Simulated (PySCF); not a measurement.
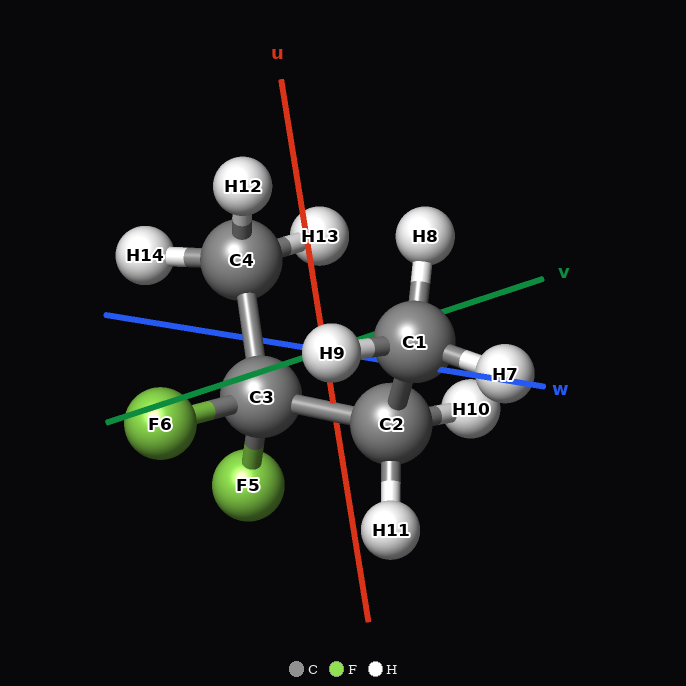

The lines u, v and w are the principal axes of the static dipole polarisability. The computed structure is the end point of a PBE0-D3(BJ)/def2-SVP optimisation. No frequency run is at hand to confirm it as a minimum. Computed with PBE0/def2-SVPD (PySCF 2.14.0).

> Along which axis is the molecule most polarisable, and along which least?

Most along w, least along v (nearly parallel to the C3–F6 bond).

> Give the three principal values.

u 51.2, v 48.7, w 56.1 bohr³; mean 52.0, anisotropy 6.6 bohr³.
